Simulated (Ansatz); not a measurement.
# Rhodium, bcc under r²SCAN: from relaxation to bulk modulus, part 1 of 2

Aim: take rhodium in the bcc structure, relax it, solve it on a dense k-mesh, switch on spin-orbit coupling, then scale the cell to 7 volumes from 88 to 112 % of the relaxed one and try a fit of the equation of state. The k-meshes are 15×15×15 for the relaxation; 24×24×24 for the dense run; 14×14×14 for spin-orbit coupling; 16×16×16 for the volumes.

This is Rh in the bcc structure; at room conditions it is fcc.

Computed with Ansatz 0.2.0 (DFT r2SCAN, plane waves (500 eV) with PAW, scalar-relativistic; the PAW data stem from PBE, with regenerated cores, unless a step says otherwise).

## 1. The starting structure

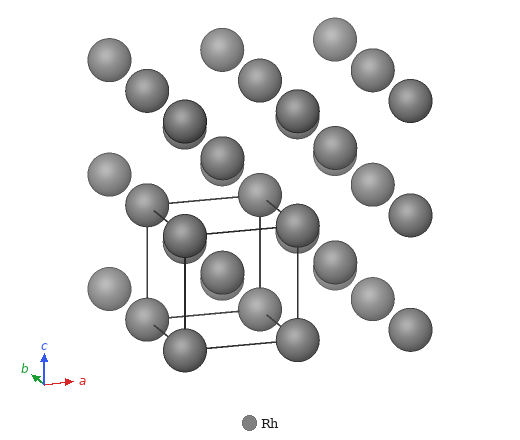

Start, viewed slightly off an axis; rhodium grey. 2×2×2 conventional cells are drawn; the run uses a primitive one. Any atoms on the faces are drawn again on the opposite ones.

Coordinates:

```xyz
1
Lattice="-1.5093 1.5093 1.5093 1.5093 -1.5093 1.5093 1.5093 1.5093 -1.5093" Properties=species:S:1:pos:R:3 pbc="T T T"
Rh    0.0000    0.0000    0.0000
```

## 2. Relaxing cell and atoms

File input.yaml:

```yaml
crystal:
  lattice:
    - [-1.5092612352, 1.5092612352, 1.5092612352]
    - [1.5092612352, -1.5092612352, 1.5092612352]
    - [1.5092612352, 1.5092612352, -1.5092612352]
  atoms:
    - { symbol: Rh, position: [0.0, 0.0, 0.0] }
hamiltonian:
  xc: r2scan
  pseudopotentials:
    kind: paw
    azcp:
      Rh: "pseudopotentials/Rh.paw.azcp"
basis:
  ecutwfc: 500
  fft_grid_basis: typed
kpoints:
  mp_grid: { grid: [15, 15, 15], shift: [0, 0, 0] }
magnetization:
  spin_polarized: false
scf:
  occupations: { method: fermi_dirac, width: 0.1 }
relax:
  max_steps: 60
  f_tol: 0.01
  cell: {}
```

Run with:

```bash
ansatz run input.yaml --threads 1 --pin off --max-ram 3584MiB --backend cpu --events-out ev --progress --plain --runs-dir out
```

The log of the run:

```text
Engine: ansatz 0.2.0, x86_64-unknown-linux-gnu
Pseudopotentials: kind: paw
Pseudopotential: Rh, paw, valence charge 17, recommended cutoff 500 eV (meta_gga), <dir>
Functional definition: r2SCAN
  parameter k0 = 0.174
  parameter k1 = 0.065
  parameter a1 = 4.9479
  exchange = r2scan_x(k0 = k0, k1 = k1, a1 = a1)
  correlation = r2scan_c
Crystal: 1 atoms, lattice volume = 13.752 Å³
Basis set: ecut = 500 eV, 369 PW (Γ), exchange–correlation on 80×80×80 points (64 copies of the dense FFT grid, shifted against one another)
Bands: 13, of which v1, the nominal top of the filled ones, is band 9 counted from 1 (8 counted from 0)
Symmetry: 48 space group operations
Space group: Im-3m (ITA 229), of the structure as read, at distance tolerance 2.4e-5 Å
k-points: 120 of 3375
Non-local potential: Rh, projectors of the file, l = 0: 3, l = 1: 2, l = 2: 2, l = 3: 1
PAW form: soft (Blöchl's): semilocal exchange-correlation on the pseudo side does not see the compensation charge
PAW frozen core: Rh, regenerated for the run's functional (the file was generated under x = pbe(κ = 0.804, μ = 0.2195149727645171), c = pbe(β = 0.06672455060314922))
PAW one-centre angular grid: Rh, 590 points (default); XC on 160 Gauss nodes
Initial density: superposition of atomic densities (neutral atoms: chi_scale 0, normalization atom), corrected by the library's trained network
Initial wavefunctions: pseudopotential atomic-orbital guess
Functional: x = r2scan, c = r2scan; τ floored in thin density (d = 2e-4 eV/Å³)
SCF iter   1: F=—  HF=-6414.919051 eV  |F-HF|=—  |Δ(HF+E_count)|=         —  Δρ=1.01e-2  dr2=4.60e-3  dr2_τ=9.22e-3  ethr=1.77e-3  ⟨swp⟩=5.1  Hψ=8734  notcnv=0
preconditioner: auto → none  [metal: Δε(μ)=0.074 eV  Ē_g=14.594 eV  σ=0.100 eV  W_gap=0.18  n_scr=0 (ndim 8)  ℏωp=30.0 eV  f_vac=0.000  D(μ)=2.00/eV (n_scr^D=42)]
SCF iter   2: F=—  HF=-6414.929345 eV  |F-HF|=—  |Δ(HF+E_count)|=   1.03e-2  Δρ=5.49e-3  dr2=1.25e-3  dr2_τ=2.29e-4  ethr=2.71e-5  ⟨swp⟩=2.1  Hψ=3571  notcnv=0
SCF iter   3: F=—  HF=-6414.929708 eV  |F-HF|=—  |Δ(HF+E_count)|=   3.64e-4  Δρ=5.94e-4  dr2=1.71e-5  dr2_τ=1.65e-5  ethr=7.38e-6  ⟨swp⟩=2.5  Hψ=2673  notcnv=0
SCF iter   4: F=—  HF=-6414.929722 eV  |F-HF|=—  |Δ(HF+E_count)|=   1.34e-5  Δρ=2.28e-4  dr2=5.20e-6  dr2_τ=4.58e-7  ethr=1.01e-7  ⟨swp⟩=2.5  Hψ=2586  notcnv=0
SCF iter   5: F=—  HF=-6414.929723 eV  |F-HF|=—  |Δ(HF+E_count)|=   8.26e-7  Δρ=9.85e-5  dr2=5.65e-7  dr2_τ=5.53e-8  ethr=3.06e-8  ⟨swp⟩=2.2  Hψ=2027  notcnv=0
SCF iter   6: F=-6414.929724 eV  HF=-6414.929724 eV  |F-HF|=6.24e-9  |Δ(HF+E_count)|=   1.36e-6  Δρ=1.49e-5  dr2=2.03e-8  dr2_τ=1.62e-9  ethr=5.88e-10  ⟨swp⟩=4.8  Hψ=5500  notcnv=0
SCF 1 converged in 6 iterations: F = -6414.929724 eV  dr2 = 2.03e-8
relax step   1: F+E_penalty+E_count = -6414.92972402 eV  Δ(F+E_penalty+E_count) = +0.000e0 eV  max|allowed force component| = 0.000e0 eV/Å  Δτ_max = 0.0000 Å  P = +7.356 GPa  Ω = 13.752 Å³  (6 SCF iters, dr2 threshold 1.00e-7 eV, accepted)
Crystal: 1 atoms, lattice volume = 14.414 Å³
Initial density: handed on by an earlier stage of this run
Initial wavefunctions: those handed on with the density
iter 1 solved again at ethr=6.41e-5 eV; its pass at ethr=3.10e-3 eV (dr2=1.09e-2 eV) is discarded
SCF iter   1: F=—  HF=-6414.859982 eV  |F-HF|=—  |Δ(HF+E_count)|=         —  Δρ=8.94e-3  dr2=1.17e-2  dr2_τ=6.87e-2  ethr=6.41e-5  ⟨swp⟩=1.0  Hψ=11195  notcnv=0
preconditioner: auto → none  [metal: Δε(μ)=0.074 eV  Ē_g=14.010 eV  σ=0.100 eV  W_gap=0.18  n_scr=0 (ndim 8)  ℏωp=29.3 eV  f_vac=0.000  D(μ)=2.06/eV (n_scr^D=42)]
SCF iter   2: F=—  HF=-6414.936156 eV  |F-HF|=—  |Δ(HF+E_count)|=   7.62e-2  Δρ=8.56e-3  dr2=8.91e-3  dr2_τ=1.14e-3  ethr=6.41e-5  ⟨swp⟩=2.1  Hψ=2931  notcnv=0
SCF iter   3: F=—  HF=-6414.933717 eV  |F-HF|=—  |Δ(HF+E_count)|=   2.44e-3  Δρ=2.95e-3  dr2=9.04e-4  dr2_τ=8.58e-5  ethr=5.24e-5  ⟨swp⟩=1.8  Hψ=2176  notcnv=0
SCF iter   4: F=—  HF=-6414.933565 eV  |F-HF|=—  |Δ(HF+E_count)|=   1.51e-4  Δρ=1.18e-3  dr2=1.97e-4  dr2_τ=8.96e-6  ethr=5.32e-6  ⟨swp⟩=2.2  Hψ=2409  notcnv=0
SCF iter   5: F=—  HF=-6414.933527 eV  |F-HF|=—  |Δ(HF+E_count)|=   3.87e-5  Δρ=6.22e-4  dr2=5.40e-5  dr2_τ=1.65e-6  ethr=1.16e-6  ⟨swp⟩=1.0  Hψ=1588  notcnv=0
SCF iter   6: F=—  HF=-6414.933516 eV  |F-HF|=—  |Δ(HF+E_count)|=   1.07e-5  Δρ=3.47e-4  dr2=1.66e-5  dr2_τ=6.22e-7  ethr=3.17e-7  ⟨swp⟩=1.0  Hψ=1570  notcnv=0
SCF iter   7: F=—  HF=-6414.933513 eV  |F-HF|=—  |Δ(HF+E_count)|=   2.89e-6  Δρ=1.97e-4  dr2=5.30e-6  dr2_τ=2.17e-7  ethr=9.76e-8  ⟨swp⟩=1.0  Hψ=1560  notcnv=0
SCF iter   8: F=—  HF=-6414.933512 eV  |F-HF|=—  |Δ(HF+E_count)|=   1.28e-6  Δρ=5.57e-5  dr2=4.23e-7  dr2_τ=1.73e-8  ethr=3.12e-8  ⟨swp⟩=2.4  Hψ=2166  notcnv=0
SCF iter   9: F=-6414.933512 eV  HF=-6414.933512 eV  |F-HF|=5.51e-9  |Δ(HF+E_count)|=   1.09e-7  Δρ=7.70e-6  dr2=7.95e-9  dr2_τ=3.19e-10  ethr=5.88e-10  ⟨swp⟩=4.0  Hψ=5173  notcnv=0
SCF 2 converged in 9 iterations: F = -6414.933512 eV  dr2 = 7.95e-9
relax step   2: F+E_penalty+E_count = -6414.93351173 eV  Δ(F+E_penalty+E_count) = -3.788e-3 eV  max|allowed force component| = 0.000e0 eV/Å  Δτ_max = 0.0000 Å  P = -4.859 GPa  Ω = 14.414 Å³  energy of the carried Pulay correction = -1.682e-4 eV  (9 SCF iters, dr2 threshold 1.00e-7 eV, accepted)
Crystal: 1 atoms, lattice volume = 14.143 Å³
iter 1 solved again at ethr=9.03e-6 eV; its pass at ethr=3.10e-3 eV (dr2=1.54e-3 eV) is discarded
SCF iter   1: F=—  HF=-6414.926196 eV  |F-HF|=—  |Δ(HF+E_count)|=         —  Δρ=3.17e-3  dr2=1.43e-3  dr2_τ=1.09e-2  ethr=9.03e-6  ⟨swp⟩=1.2  Hψ=10602  notcnv=0
preconditioner: auto → none  [metal: Δε(μ)=0.071 eV  Ē_g=14.273 eV  σ=0.100 eV  W_gap=0.18  n_scr=0 (ndim 8)  ℏωp=29.6 eV  f_vac=0.000  D(μ)=2.07/eV (n_scr^D=42)]
SCF iter   2: F=—  HF=-6414.938267 eV  |F-HF|=—  |Δ(HF+E_count)|=   1.21e-2  Δρ=2.76e-3  dr2=8.84e-4  dr2_τ=1.18e-4  ethr=8.41e-6  ⟨swp⟩=2.2  Hψ=2432  notcnv=0
SCF iter   3: F=—  HF=-6414.938020 eV  |F-HF|=—  |Δ(HF+E_count)|=   2.47e-4  Δρ=9.13e-4  dr2=7.76e-5  dr2_τ=8.27e-6  ethr=5.20e-6  ⟨swp⟩=2.3  Hψ=2194  notcnv=0
SCF iter   4: F=—  HF=-6414.938011 eV  |F-HF|=—  |Δ(HF+E_count)|=   8.49e-6  Δρ=3.53e-4  dr2=1.74e-5  dr2_τ=7.50e-7  ethr=4.57e-7  ⟨swp⟩=2.2  Hψ=2432  notcnv=0
SCF iter   5: F=—  HF=-6414.938008 eV  |F-HF|=—  |Δ(HF+E_count)|=   3.12e-6  Δρ=1.81e-4  dr2=4.49e-6  dr2_τ=1.31e-7  ethr=1.02e-7  ⟨swp⟩=1.1  Hψ=1618  notcnv=0
SCF iter   6: F=—  HF=-6414.938007 eV  |F-HF|=—  |Δ(HF+E_count)|=   7.61e-7  Δρ=9.86e-5  dr2=1.31e-6  dr2_τ=4.64e-8  ethr=2.64e-8  ⟨swp⟩=1.0  Hψ=1580  notcnv=0
SCF iter   7: F=—  HF=-6414.938007 eV  |F-HF|=—  |Δ(HF+E_count)|=   2.52e-7  Δρ=4.65e-5  dr2=2.86e-7  dr2_τ=1.09e-8  ethr=7.68e-9  ⟨swp⟩=1.2  Hψ=1677  notcnv=0
SCF iter   8: F=-6414.938007 eV  HF=-6414.938007 eV  |F-HF|=9.42e-9  |Δ(HF+E_count)|=   6.91e-8  Δρ=1.03e-5  dr2=1.41e-8  dr2_τ=5.32e-10  ethr=5.88e-10  ⟨swp⟩=4.0  Hψ=5175  notcnv=0
SCF 3 converged in 8 iterations: F = -6414.938007 eV  dr2 = 1.41e-8
relax step   3: F+E_penalty+E_count = -6414.93800705 eV  Δ(F+E_penalty+E_count) = -4.495e-3 eV  max|allowed force component| = 0.000e0 eV/Å  Δτ_max = 0.0000 Å  P = -0.283 GPa  Ω = 14.143 Å³  energy of the carried Pulay correction = -1.003e-4 eV  (8 SCF iters, dr2 threshold 1.00e-7 eV, accepted)
Crystal: 1 atoms, lattice volume = 14.127 Å³
iter 1 solved again at ethr=3.57e-8 eV; its pass at ethr=3.10e-3 eV (dr2=6.06e-6 eV) is discarded
SCF iter   1: F=—  HF=-6414.937983 eV  |F-HF|=—  |Δ(HF+E_count)|=         —  Δρ=2.06e-4  dr2=6.00e-6  dr2_τ=3.88e-5  ethr=3.57e-8  ⟨swp⟩=2.0  Hψ=10196  notcnv=0
preconditioner: auto → none  [metal: Δε(μ)=0.072 eV  Ē_g=14.269 eV  σ=0.100 eV  W_gap=0.18  n_scr=0 (ndim 8)  ℏωp=29.6 eV  f_vac=0.000  D(μ)=2.05/eV (n_scr^D=42)]
SCF iter   2: F=—  HF=-6414.938026 eV  |F-HF|=—  |Δ(HF+E_count)|=   4.32e-5  Δρ=1.78e-4  dr2=3.70e-6  dr2_τ=5.02e-7  ethr=3.53e-8  ⟨swp⟩=2.2  Hψ=2429  notcnv=0
SCF iter   3: F=—  HF=-6414.938025 eV  |F-HF|=—  |Δ(HF+E_count)|=   1.04e-6  Δρ=5.81e-5  dr2=3.21e-7  dr2_τ=3.38e-8  ethr=2.18e-8  ⟨swp⟩=2.3  Hψ=2195  notcnv=0
SCF iter   4: F=-6414.938025 eV  HF=-6414.938025 eV  |F-HF|=4.85e-8  |Δ(HF+E_count)|=   4.29e-8  Δρ=2.27e-5  dr2=7.11e-8  dr2_τ=3.28e-9  ethr=5.88e-10  ⟨swp⟩=4.0  Hψ=5211  notcnv=0
SCF 4 converged in 4 iterations: F = -6414.938025 eV  dr2 = 7.11e-8
relax step   4: F+E_penalty+E_count = -6414.93802496 eV  Δ(F+E_penalty+E_count) = -1.791e-5 eV  max|allowed force component| = 0.000e0 eV/Å  Δτ_max = 0.0000 Å  P = +0.004 GPa  Ω = 14.127 Å³  energy of the carried Pulay correction = -9.629e-5 eV  (4 SCF iters, dr2 threshold 1.00e-7 eV, accepted)
Initial wavefunctions: pseudopotential atomic-orbital guess (no wavefunctions were taken with the density)
iter 1 solved again at ethr=2.85e-8 eV; its pass at ethr=3.10e-3 eV (dr2=4.85e-6 eV) is discarded
SCF iter   1: F=—  HF=-6414.937273 eV  |F-HF|=—  |Δ(HF+E_count)|=         —  Δρ=1.27e-3  dr2=6.35e-6  dr2_τ=6.18e-7  ethr=2.85e-8  ⟨swp⟩=2.9  Hψ=12961  notcnv=0
preconditioner: auto → none  [metal: Δε(μ)=0.072 eV  Ē_g=14.267 eV  σ=0.100 eV  W_gap=0.18  n_scr=0 (ndim 8)  ℏωp=29.6 eV  f_vac=0.000  D(μ)=2.05/eV (n_scr^D=42)]
SCF iter   2: F=—  HF=-6414.937856 eV  |F-HF|=—  |Δ(HF+E_count)|=   5.83e-4  Δρ=6.34e-4  dr2=1.81e-6  dr2_τ=3.12e-5  ethr=2.85e-8  ⟨swp⟩=2.0  Hψ=2117  notcnv=0
SCF iter   3: F=—  HF=-6414.938064 eV  |F-HF|=—  |Δ(HF+E_count)|=   2.07e-4  Δρ=3.12e-4  dr2=2.57e-7  dr2_τ=7.63e-6  ethr=1.06e-8  ⟨swp⟩=2.0  Hψ=2148  notcnv=0
SCF iter   4: F=—  HF=-6414.938132 eV  |F-HF|=—  |Δ(HF+E_count)|=   6.84e-5  Δρ=3.66e-5  dr2=4.42e-8  dr2_τ=6.06e-8  ethr=1.51e-9  ⟨swp⟩=2.1  Hψ=2510  notcnv=0
SCF iter   5: F=—  HF=-6414.938133 eV  |F-HF|=—  |Δ(HF+E_count)|=   7.11e-7  Δρ=3.05e-6  dr2=1.60e-10  dr2_τ=4.11e-10  ethr=2.60e-10  ⟨swp⟩=2.0  Hψ=2501  notcnv=0
SCF iter   6: F=-6414.938133 eV  HF=-6414.938133 eV  |F-HF|=2.09e-11  |Δ(HF+E_count)|=   3.68e-9  Δρ=3.62e-7  dr2=3.63e-12  dr2_τ=2.40e-12  ethr=1.00e-12  ⟨swp⟩=4.3  Hψ=7439  notcnv=0
SCF 5 converged in 6 iterations: F = -6414.938133 eV  dr2 = 3.63e-12
relax step   5: F+E_penalty+E_count = -6414.93813273 eV  Δ(F+E_penalty+E_count) = -1.078e-4 eV  max|allowed force component| = 0.000e0 eV/Å  Δτ_max = 0.0000 Å  P = +0.014 GPa  Ω = 14.127 Å³  stress off target by 1.38e-2 GPa  SCF on the basis re-selected at this cell (its energy is not comparable with the rows above)  (6 SCF iters)
basis re-selected at this cell: Δ(F+E_penalty+E_count) = -1.078e-4 eV, ΔP = +0.010 GPa vs the last step (what re-selecting the basis moved, of the pressure what is left beyond the Pulay correction that the steps carried, after the strain that the cell walked since its last selection, with what the two solves' SCF thresholds leave and, on support functions, any second-order correction that the steps lacked; it is no measure of the basis error at this ecutwfc). This SCF's stress stands 1.38e-2 GPa from its target on what of the cell is left free (relax.cell.stress_tol is 5.00e-2 GPa) and its largest allowed force component is 0.00e0 eV/Å (relax.f_tol is 1.00e-2 eV/Å): within both
SCF converged after 6 iterations
Free energy (F): -6414.938133 eV
Harris-Foulkes:  -6414.938133 eV  (|F-HF|=2.09e-11)
Internal energy: -6414.871241 eV  (E = F + TS)
E sigma→0 (E₀):  -6414.904687 eV
Entropy (-TS):   -0.066891 eV (-66.891 meV/atom)
Fermi energy:    21.278705 eV
--- Per-component energies (eV) ---
  E_band       = -111.175729
  E_kinetic    = 573.420552
  E_local      = -1601.203913  (includes V_loc(G=0)·N_el)
  E_nonlocal   = 356.842559
  E_hartree    = 563.873698
  E_xc         = -216.394825
  E_vxc        = -313.473352  (∫ρ·V_xc dr)
  E_paw        = -3604.858237  (= ΣΔE_a)
  E_vpaw       = -275.710201  (= ΣTr[D̂ρ^β])
  E_aug_tail   = 0.000593  (compensation charges beyond the density's cutoff)
  E_vtau       = 21.200689  (kinetic-family band-sum trace: ∫τ·v_τ [+ j·A + Jᵃ·Aᵃ] dr)
  E_ewald      = -2486.181707
  E_core_change = -0.369959  (= ΣΔE_core)
  E_smearing   = -0.066891  (= −TS)
  E_closure    = 0.000000  (closes the sum)
  Σ components = -6414.938133   (vs F -6414.938133, Δ=0.00e0)
--- Forces (eV/Å), atoms counted from 1 ---
  atom   1  Rh    -0.00000000     0.00000000     0.00000000
  max |Σ_I F_I| component: 6.37e-32 eV/Å
--- Stress (GPa, compression-positive) ---
        0.013761       0.000000       0.000000
        0.000000       0.013761      -0.000000
       -0.000000       0.000000       0.013761
  P = ⅓ Tr σ = 0.0138 GPa (0.138 kbar)
--- Relaxed structure (4 steps of the walk, 4 accepted, 1 SCFs on fresh bases) ---
  F+E_penalty+E_count = -6414.93813273 eV   max|allowed force component| = 0.000e0 eV/Å   (the final SCF, on the basis selected at the relaxed cell)
  cell:  # Å, volume = 14.1273 Å³
    - [-1.5228835662165612, 1.5228835662165612, 1.5228835662165612]
    - [1.5228835662165612, -1.5228835662165612, 1.5228835662165612]
    - [1.5228835662165612, 1.5228835662165612, -1.5228835662165612]
  atoms:
    - { symbol: Rh, position: [0.0, 0.0, 0.0] }
```

Run time: 17 s. Hardware: 1 thread of Intel Xeon Platinum 8259CL at 2.50GHz (Skylake/Cascade Lake), shared host; peak memory 0.52 GiB.

Step by step:

```csv
step,energy change (meV/atom),largest force (eV/Å),pressure (GPa),volume (Å³/atom)
1,0.00,0.0000,7.36,13.752
2,-3.79,0.0000,-4.86,14.414
3,-8.28,0.0000,-0.28,14.143
4,-8.30,0.0000,0.00,14.127
5,-8.41,0.0000,0.01,14.127
```

Steps that repeat a cell are solved on a basis chosen anew, so their changes of energy are no gain of the relaxation.

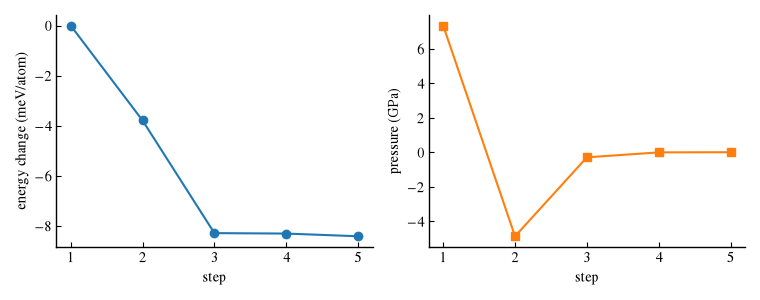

Energy and pressure over the accepted steps.

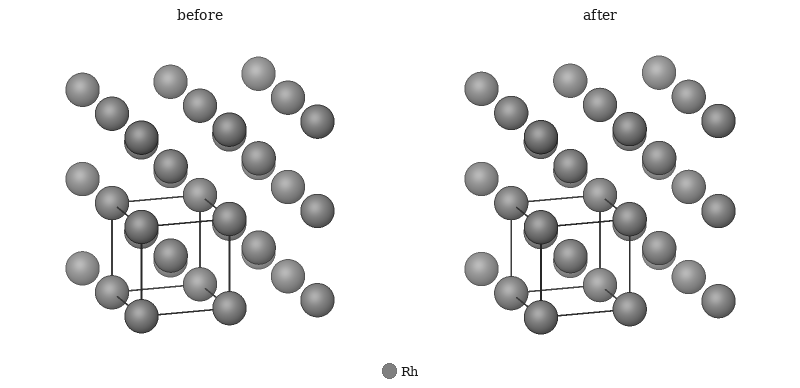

Start and end of the relaxation side by side. The cells drawn are those of the first picture.

Changes in the cell that was computed:

|  | before | after | change |
| --- | --- | --- | --- |
| a (Å) | 2.614 | 2.638 | +0.9 % |
| b (Å) | 2.614 | 2.638 | +0.9 % |
| c (Å) | 2.614 | 2.638 | +0.9 % |
| volume (Å³/atom) | 13.752 | 14.127 | +2.7 % |
| shortest distance (Å) | 2.614 | 2.638 | +0.9 % |
| space group (spins left aside) | Im-3m | Im-3m | same |

## 3. Dense single point

File input.yaml:

```yaml
crystal:
  lattice:
    - [-1.5228835662, 1.5228835662, 1.5228835662]
    - [1.5228835662, -1.5228835662, 1.5228835662]
    - [1.5228835662, 1.5228835662, -1.5228835662]
  atoms:
    - { symbol: Rh, position: [0.0, 0.0, 0.0] }
hamiltonian:
  xc: r2scan
  pseudopotentials:
    kind: paw
    azcp:
      Rh: "pseudopotentials/Rh.paw.azcp"
basis:
  ecutwfc: 500
  fft_grid_basis: typed
kpoints:
  mp_grid: { grid: [24, 24, 24], shift: [0, 0, 0] }
magnetization:
  spin_polarized: false
scf:
  occupations: { method: fermi_dirac, width: 0.1 }
```

Run with:

```bash
ansatz run input.yaml --threads 1 --pin off --max-ram 3584MiB --backend cpu --events-out ev --progress --plain --runs-dir out
```

The log of the run, cut to the lines that bear on the results:

```text
[...]
[... 3 set-up lines as earlier in the session ...]
[...]
Crystal: 1 atoms, lattice volume = 14.127 Å³
Basis set: ecut = 500 eV, 369 PW (Γ), exchange–correlation on 80×80×80 points (64 copies of the dense FFT grid, shifted against one another)
Bands: 13, of which v1, the nominal top of the filled ones, is band 9 counted from 1 (8 counted from 0)
[... 2 set-up lines as earlier in the session ...]
k-points: 413 of 13824
[...]
SCF iter   1: F=—  HF=-6414.928627 eV  |F-HF|=—  |Δ(HF+E_count)|=         —  Δρ=9.68e-3  dr2=4.45e-3  dr2_τ=8.08e-3  ethr=1.77e-3  ⟨swp⟩=5.1  Hψ=30045  notcnv=0
[...]
SCF iter   6: F=-6414.938257 eV  HF=-6414.938257 eV  |F-HF|=1.40e-8  |Δ(HF+E_count)|=   1.33e-6  Δρ=2.02e-5  dr2=3.89e-8  dr2_τ=3.37e-9  ethr=5.88e-10  ⟨swp⟩=3.0  Hψ=12769  notcnv=0
[...]
SCF converged after 6 iterations
Free energy (F): -6414.938257 eV
[...]
E sigma→0 (E₀):  -6414.903707 eV
Entropy (-TS):   -0.069100 eV (-69.100 meV/atom)
Fermi energy:    21.270983 eV
[...]
```

It took 7.1 s on 1 thread of Intel Xeon Platinum 8259CL at 2.50GHz (Skylake/Cascade Lake), shared host; peak memory 0.56 GiB.

## 4. With spin-orbit coupling

input.yaml: that of step 3 with these lines changed.

```diff
@@ -10,3 +10,3 @@
   pseudopotentials:
-    kind: paw
+    kind: paw_fr
     azcp:
@@ -17,5 +17,6 @@
 kpoints:
-  mp_grid: { grid: [24, 24, 24], shift: [0, 0, 0] }
+  mp_grid: { grid: [14, 14, 14], shift: [0, 0, 0] }
 magnetization:
-  spin_polarized: false
+  noncollinear: true
+  spin_orbit: true
 scf:
```

Run with:

```bash
ansatz run input.yaml --threads 1 --pin off --max-ram 3584MiB --backend cpu --events-out ev --progress --plain --runs-dir out
```

The log of the run, cut to the lines that bear on the results:

```text
[...]
Pseudopotentials: kind: paw_fr
Pseudopotential: Rh, paw_fr, valence charge 17, recommended cutoff 500 eV (meta_gga), <dir>
[... 1 set-up line as earlier in the session ...]
[...]
non-collinear run that drives no moment, with spin-orbit: no starting moment large enough to seed its density (crystal.atoms[].spin), no starting occupations that ask for one, no magnetisation constraint and no magnetic field, so the semilocal B_xc is pinned to zero
Crystal: 1 atoms, lattice volume = 14.127 Å³
Basis set: ecut = 500 eV, 369 PW (Γ), exchange–correlation on 80×80×80 points (64 copies of the dense FFT grid, shifted against one another)
Bands: 26, of which v1, the nominal top of the filled ones, is band 17 counted from 1 (16 counted from 0)
Symmetry: 48 space group operations + 48 with time reversal
Magnetic group: BNS 229.141 (UNI 1643), of the structure as read, at distance tolerance 2.4e-5 Å
k-points: 104 of 2744
Projection manifold: j_resolved (fully-relativistic pseudo-atomic orbitals)
[...]
SCF iter   1: F=—  HF=-6408.360567 eV  |F-HF|=—  |Δ(HF+E_count)|=         —  Δρ=9.20e-2  dr2=1.10e0  dr2_τ=7.92e-3  dr2_m=0.00e0 (ungated)  ethr=3.10e-3  |M|=0.00e0 ∫|m|=0.00e0 μB  |m|>n=0.0e0 m-floor=0.0e0 τ_xc=0.0e0  β_m=0.30  ⟨swp⟩=6.6  Hψ=6847  notcnv=0  defer=50
[...]
SCF iter   8: F=-6408.079525 eV  HF=-6408.079525 eV  |F-HF|=1.58e-10  |Δ(HF+E_count)|=   1.19e-8  Δρ=1.87e-6  dr2=4.34e-10  dr2_τ=9.13e-12  dr2_m=0.00e0 (ungated)  ethr=5.66e-10  |M|=0.00e0 ∫|m|=0.00e0 μB  |m|>n=0.0e0 m-floor=0.0e0 τ_xc=0.0e0  ⟨swp⟩=1.0  Hψ=3478  notcnv=0
[...]
SCF converged after 8 iterations
Magnetization: |M| = 0.0000 μB,  M = (+0.0000, +0.0000, +0.0000) μB
Absolute magnetization: 0.0000 μB (∫|m|)
  site 0: m = (+0.0000, +0.0000, +0.0000) μB, |m| = 0.0000 μB  (R = 1.09 Å)
Free energy (F): -6408.079525 eV
[...]
E sigma→0 (E₀):  -6408.046220 eV
Entropy (-TS):   -0.066608 eV (-66.608 meV/atom)
Fermi energy:    21.284070 eV
[...]
```

It took 14 s on 1 thread of Intel Xeon Platinum 8259CL at 2.50GHz (Skylake/Cascade Lake), shared host; peak memory 0.52 GiB.

Side by side:

```csv
,scalar-relativistic,with spin-orbit coupling
k-mesh,24×24×24,14×14×14
gap on the mesh,none (levels filled in part),none (levels filled in part)
```

The meshes differ, so small differences between the columns need not come from spin-orbit coupling.

(Continued in part 2 of 2.)
